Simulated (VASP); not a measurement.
Band structure of CsPbBr$_{3}$ (cubic perovskite). Method: PBE GGA with D3 dispersion (Becke-Johnson damping), VASP's PBE PAW potentials (set 64) (plane waves; VASP).

Unless said otherwise, spin-orbit coupling is left out, though it shifts the bands of the heavy elements here.

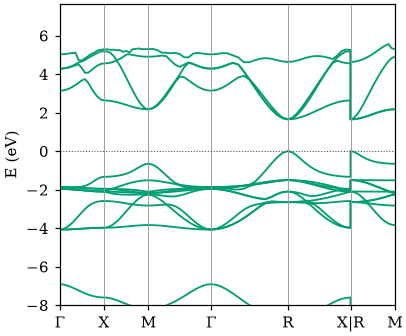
Figure: Bands along high-symmetry lines, zero at the valence-band maximum or, without a gap, the Fermi level

Read the plot: is there a gap, and where are the band edges?

The gap is direct, 1.65 eV, from the valence maximum at R to the conduction minimum at R. (Edges off the drawn lines would not show.)

The compound is CsPbBr3 in the cubic perovskite structure, the ideal cubic form; the compound distorts at low or room temperature. It was relaxed first.
